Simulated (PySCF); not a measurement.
# TiO2 (SMILES [O]=[Ti]=[O]) at 6 levels

Aim: a comparison of 6 runs (HF/STO-3G, HF/3-21G, PBE0/def2-SVP, B3LYP/6-31G*, CCSD/def2-SVPD, CCSD(T)/def2-SVP) of TiO2. The job is set up through a Python script.

Program for the calculation: PySCF 2.14.0.

1 further run of the same task is left out (set aside as unsound or not needed).

### Step 1. Starting point

The species is TiO2 (3 atoms), meant as a singlet with charge 0. SMILES: `[O]=[Ti]=[O]`. The shape comes from GFN2-xTB, which is rough for such elements, and wasn't checked as a minimum.

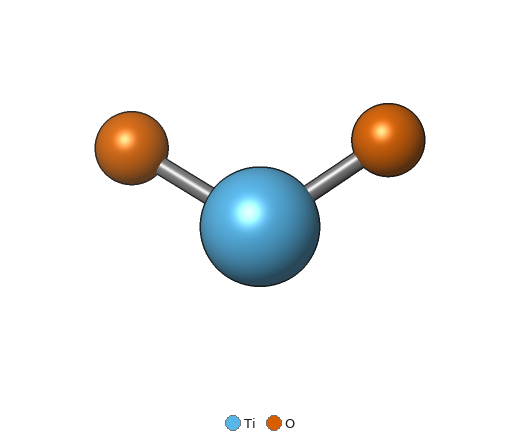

The structure, seen from a chosen angle (titanium blue, oxygen orange).

### Step 2. Energy and forces at HF/STO-3G (run 1)

Contents of input.xyz:

```xyz
3

Ti     0.004550    -0.005680    -0.594650
O      1.361390    -0.020020     0.307930
O     -1.365930     0.025690     0.286720
```

Contents of job.py:

```python
from pyscf import gto, scf

mol = gto.M(
    atom='input.xyz',
    basis='sto-3g',
    spin=0,
    max_memory=1860,
    verbose=4,
)

hf = scf.RHF(mol)
hf.conv_tol = 1e-10
hf.kernel()
if not hf.converged:
    hf = hf.newton().run(hf.mo_coeff, hf.mo_occ)

energy = hf.e_tot
print('E(%s) = %.9f' % ('HF', energy))
grad = hf.nuc_grad_method().kernel()
dip = hf.dip_moment()
pop, q = hf.mulliken_pop()
```

Launch:

```console
$ OMP_NUM_THREADS=1 python job.py
```

Log:

```text
PySCF version 2.14.0

[INPUT] num. atoms = 3
[INPUT] num. electrons = 38
[INPUT] charge = 0
[INPUT] spin (= nelec alpha-beta = 2S) = 0
[INPUT] symmetry False subgroup None
[INPUT] Mole.unit = angstrom
[INPUT] Symbol           X                Y                Z      unit          X                Y                Z       unit  Magmom
[INPUT]  1 Ti     0.004550000000  -0.005680000000  -0.594650000000 AA    0.008598253867  -0.010733644388  -1.123725639973 Bohr   0.0
[INPUT]  2 O      1.361390000000  -0.020020000000   0.307930000000 AA    2.572654248722  -0.037832317014   0.581903365537 Bohr   0.0
[INPUT]  3 O     -1.365930000000   0.025690000000   0.286720000000 AA   -2.581233605327   0.048547064140   0.541822274435 Bohr   0.0

nuclear repulsion = 126.71260817967
number of shells = 14
number of NR pGTOs = 84
number of NR cGTOs = 28
basis = sto-3g
ecp = {}

[... 45 lines left out ...]
converged SCF energy = -987.45338274432
[... 4 lines left out ...]
--------------- RHF gradients ---------------
         x                y                z
0 Ti     0.0001787367    -0.0001635558    -0.0170476971
1 O     0.0000769974     0.0000788405     0.0085093129
2 O    -0.0002557342     0.0000847153     0.0085383842
----------------------------------------------
Dipole moment(X, Y, Z, Debye):  0.04969, -0.06195, -6.48951
 ** Mulliken pop  **
pop of  0 Ti 1s           1.99993
pop of  0 Ti 2s           1.99708
pop of  0 Ti 3s           2.01655
pop of  0 Ti 4s           0.33834
pop of  0 Ti 2px          1.99817
pop of  0 Ti 2py          1.99787
pop of  0 Ti 2pz          1.99761
pop of  0 Ti 3px          1.97100
pop of  0 Ti 3py          1.96353
pop of  0 Ti 3pz          1.95277
pop of  0 Ti 4px          0.36395
pop of  0 Ti 4py          0.39725
pop of  0 Ti 4pz          0.24222
pop of  0 Ti 3dxy         0.62348
pop of  0 Ti 3dyz         0.23295
pop of  0 Ti 3dz^2        0.36167
pop of  0 Ti 3dxz         0.62143
pop of  0 Ti 3dx2-y2      0.26798
pop of  1 O 1s            1.99778
pop of  1 O 2s            1.86590
pop of  1 O 2px           1.50916
pop of  1 O 2py           1.39233
pop of  1 O 2pz           1.56294
pop of  2 O 1s            1.99778
pop of  2 O 2s            1.86590
pop of  2 O 2px           1.51087
pop of  2 O 2py           1.39237
pop of  2 O 2pz           1.56119
 ** Mulliken atomic charges  **
charge of    0Ti =      0.65623
charge of    1O =     -0.32811
charge of    2O =     -0.32812
```

Run time: 1.3 s. Hardware: 1 thread of Intel Xeon at 2.70GHz, shared host; peak memory 0.12 GiB.

### Step 3. Energy and forces at HF/3-21G (run 2)

Contents of job.py:

```python
import pyscf.grad
from pyscf import gto

system = gto.M(
    atom='''
Ti     0.008598    -0.010734    -1.123726
O      2.572654    -0.037832     0.581903
O     -2.581234     0.048547     0.541822
''',
    unit='bohr',
    charge=0,
    verbose=4,
    basis='3-21g',
    max_memory=1860,
)

mf = system.RHF()
mf.conv_tol = 1e-10
mf.kernel()
if not mf.converged:
    mf = mf.newton().run(mf.mo_coeff, mf.mo_occ)

e_final = mf.e_tot
print('Final energy', e_final)
grad = mf.Gradients().kernel()
mf.analyze()
```

Launch:

```console
$ OMP_NUM_THREADS=1 python job.py
```

Log:

```text
PySCF version 2.14.0

[INPUT] num. atoms = 3
[INPUT] num. electrons = 38
[INPUT] charge = 0
[INPUT] spin (= nelec alpha-beta = 2S) = 0
[INPUT] symmetry False subgroup None
[INPUT] Mole.unit = bohr
[INPUT] Symbol           X                Y                Z      unit          X                Y                Z       unit  Magmom
[INPUT]  1 Ti     0.004549865659  -0.005680188182  -0.594650190518 AA    0.008598000000  -0.010734000000  -1.123726000000 Bohr   0.0
[INPUT]  2 O      1.361389868382  -0.020019832244   0.307929806566 AA    2.572654000000  -0.037832000000   0.581903000000 Bohr   0.0
[INPUT]  3 O     -1.365930208852   0.025689966059   0.286719854775 AA   -2.581234000000   0.048547000000   0.541822000000 Bohr   0.0

nuclear repulsion = 126.712604772033
number of shells = 21
number of NR pGTOs = 84
number of NR cGTOs = 45
basis = 3-21g
ecp = {}

[... 65 lines left out ...]
Total Energy =                        -993.127133320093094
[... 4 lines left out ...]
DFT Exchange-Correlation Energy =      -57.317015781790644
[... 6 lines left out ...]
MO #5   energy= -17.8445266726199  occ= 2
[... 4 lines left out ...]
MO #10  energy= -1.9052672177048   occ= 2
[... 4 lines left out ...]
MO #15  energy= -0.45959137613621  occ= 2
[... 4 lines left out ...]
MO #20  energy= -0.030072197705076 occ= 0
[... 4 lines left out ...]
MO #25  energy= 0.129441777524343  occ= 0
[... 4 lines left out ...]
MO #30  energy= 0.274406221156077  occ= 0
[... 4 lines left out ...]
MO #35  energy= 1.7201027678006    occ= 0
[... 4 lines left out ...]
MO #40  energy= 2.00085626948977   occ= 0
[... 4 lines left out ...]
MO #45  energy= 3.15997378951476   occ= 0
[... 12 lines left out ...]
pop of  0 Ti 3pz          1.99730
pop of  0 Ti 4px          0.04491
pop of  0 Ti 4py          0.09230
pop of  0 Ti 4pz          0.02991
pop of  0 Ti 5px          0.00945
pop of  0 Ti 5py          0.00640
pop of  0 Ti 5pz          0.00434
pop of  0 Ti 3dxy         0.46677
pop of  0 Ti 3dyz         0.19460
pop of  0 Ti 3dz^2        0.30000
pop of  0 Ti 3dxz         0.77599
pop of  0 Ti 3dx2-y2      0.44076
pop of  0 Ti 4dxy         0.00091
pop of  0 Ti 4dyz         0.00021
pop of  0 Ti 4dz^2        0.00052
pop of  0 Ti 4dxz         0.00239
pop of  0 Ti 4dx2-y2      0.00162
pop of  1 O 1s            1.99986
pop of  1 O 2s            1.87009
pop of  1 O 3s            0.00366
pop of  1 O 2px           1.49345
pop of  1 O 2py           1.61488
pop of  1 O 2pz           1.73550
pop of  1 O 3px           0.00293
pop of  1 O 3py           0.00504
pop of  1 O 3pz           0.00376
pop of  2 O 1s            1.99986
pop of  2 O 2s            1.87010
pop of  2 O 3s            0.00366
pop of  2 O 2px           1.49105
pop of  2 O 2py           1.61483
pop of  2 O 2pz           1.73799
pop of  2 O 3px           0.00291
pop of  2 O 3py           0.00504
pop of  2 O 3pz           0.00378
 ** Mulliken atomic charges  **
charge of    0Ti =      1.45842
charge of    1O =     -0.72919
charge of    2O =     -0.72923
Dipole moment(X, Y, Z, Debye):  0.05875, -0.07312, -7.65915
```

Run time: 1.6 s. Hardware: 1 thread of Intel Xeon at 2.70GHz, shared host; peak memory 0.12 GiB.

Runs 3 to 5 aren't shown in full; the table further down has their settings and results.

### Step 4. The energy at CCSD(T)/def2-SVP (run 6)

Contents of run.py:

```python
from pyscf import gto, scf, cc

mol = gto.M(
    atom='Ti 0.004550 -0.005680 -0.594650; O 1.361390 -0.020020 0.307930; O -1.365930 0.025690 0.286720',
    charge=0,
    verbose=4,
    max_memory=1860,
    basis='def2-svp',
)

calc0 = scf.RHF(mol)
calc0.conv_tol = 1e-10
calc0.kernel()
if not calc0.converged:
    calc0 = calc0.newton().run(calc0.mo_coeff, calc0.mo_occ)

mycc = cc.CCSD(calc0, frozen=7)
mycc.kernel()
e_t = mycc.ccsd_t()
energy = mycc.e_tot + e_t
print(f'total energy: {energy:.8f} hartree')
dip = calc0.dip_moment()
pop, q = calc0.mulliken_pop()
```

Launch:

```console
$ OMP_NUM_THREADS=1 python run.py
```

Log:

```text
PySCF version 2.14.0

[INPUT] num. atoms = 3
[INPUT] num. electrons = 38
[INPUT] charge = 0
[INPUT] spin (= nelec alpha-beta = 2S) = 0
[INPUT] symmetry False subgroup None
[INPUT] Mole.unit = angstrom
[INPUT] Symbol           X                Y                Z      unit          X                Y                Z       unit  Magmom
[INPUT]  1 Ti     0.004550000000  -0.005680000000  -0.594650000000 AA    0.008598253867  -0.010733644388  -1.123725639973 Bohr   0.0
[INPUT]  2 O      1.361390000000  -0.020020000000   0.307930000000 AA    2.572654248722  -0.037832317014   0.581903365537 Bohr   0.0
[INPUT]  3 O     -1.365930000000   0.025690000000   0.286720000000 AA   -2.581233605327   0.048547064140   0.541822274435 Bohr   0.0

nuclear repulsion = 126.71260817967
number of shells = 23
number of NR pGTOs = 121
number of NR cGTOs = 59
basis = def2-svp
ecp = {}

[... 51 lines left out ...]
converged SCF energy = -997.860901602652
[... 12 lines left out ...]
Init t2, MP2 energy = -998.605107138059  E_corr(MP2) -0.744205535407592
[... 21 lines left out ...]
CCSD converged
[... 2 lines left out ...]
total energy: -998.60034709 hartree
Dipole moment(X, Y, Z, Debye):  0.06040, -0.07514, -7.87085
[... 24 lines left out ...]
pop of  0 Ti 4dx2-y2      0.10378
pop of  0 Ti 4f-3         0.01414
pop of  0 Ti 4f-2         0.01208
pop of  0 Ti 4f-1         0.00002
pop of  0 Ti 4f+0         0.00572
pop of  0 Ti 4f+1         0.02275
pop of  0 Ti 4f+2         0.01377
pop of  0 Ti 4f+3         0.01050
pop of  1 O 1s            1.99165
pop of  1 O 2s            1.07617
pop of  1 O 3s            0.84674
pop of  1 O 2px           0.90312
pop of  1 O 2py           0.84566
pop of  1 O 2pz           0.97912
pop of  1 O 3px           0.62349
pop of  1 O 3py           0.68783
pop of  1 O 3pz           0.70422
pop of  1 O 3dxy          0.00220
pop of  1 O 3dyz          0.00127
pop of  1 O 3dz^2         0.00207
pop of  1 O 3dxz          0.00255
pop of  1 O 3dx2-y2       0.00198
pop of  2 O 1s            1.99165
pop of  2 O 2s            1.07617
pop of  2 O 3s            0.84675
pop of  2 O 2px           0.90387
pop of  2 O 2py           0.84567
pop of  2 O 2pz           0.97835
pop of  2 O 3px           0.62214
pop of  2 O 3py           0.68781
pop of  2 O 3pz           0.70565
pop of  2 O 3dxy          0.00225
pop of  2 O 3dyz          0.00122
pop of  2 O 3dz^2         0.00205
pop of  2 O 3dxz          0.00254
pop of  2 O 3dx2-y2       0.00202
 ** Mulliken atomic charges  **
charge of    0Ti =      1.33620
charge of    1O =     -0.66808
charge of    2O =     -0.66812
```

Run time: 6.9 s. Hardware: 1 thread of Intel Xeon at 2.70GHz, shared host; peak memory 0.18 GiB.

### Step 5. The series

```tsv
run	level	integration grid	Cartesian functions	energy (Eh)	dipole moment (D) of the reference	HOMO energy (eV)	LUMO energy (eV)	wall time
1	HF/STO-3G	–	no	-987.453383	6.49	-6.50	3.14	1.3 s
2	HF/3-21G	–	no	-993.127133	7.66	-10.25	-0.82	1.6 s
3	PBE0/def2-SVP	5	no	-999.355735	6.57	-6.86	-2.48	15 s
4	B3LYP/6-31G* (Cartesian functions)	5	yes	-999.900348	6.50	-6.51	-3.02	17 s
5	CCSD/def2-SVPD	–	no	-998.601292	7.90	-11.36	-1.21	14 s
6	CCSD(T)/def2-SVP	–	no	-998.600347	7.87	-10.97	-0.63	6.9 s
```

### Step 6. Summary of results

| quantity | value |
| --- | --- |
| run 6: total energy | -998.60035 Eh |
| run 6: dipole moment (Hartree–Fock density) | 7.87 D |
| run 6: HOMO energy (Hartree–Fock orbitals) | -10.97 eV |
| run 6: LUMO energy (Hartree–Fock orbitals) | -0.63 eV |
| run 6: HOMO–LUMO gap (Hartree–Fock orbitals) | 10.34 eV |
| run 6: correlation energy (7 core orbitals frozen) | -739.4 mEh |
| run 6: (T) correction | -50.41 mEh |
| run 6: T1 diagnostic | 0.036 |

**Reading.** Over runs 1, 2, 3, 4 the dipole moment (its size) runs from 6.49 D (HF/STO-3G) to 7.66 D (HF/3-21G). Over runs 1, 2, 3, 4 the HOMO–LUMO gap runs from 3.49 eV (B3LYP/6-31G*) to 9.65 eV (HF/STO-3G). The two ends differ in method and basis. Totals of different functionals can't be ranked against each other. In runs 5, 6 the T1 diagnostic is large, so a single reference may not serve. In run 1 the basis is minimal, so the values are rough. All runs together took 57 s, the longest 17 s.
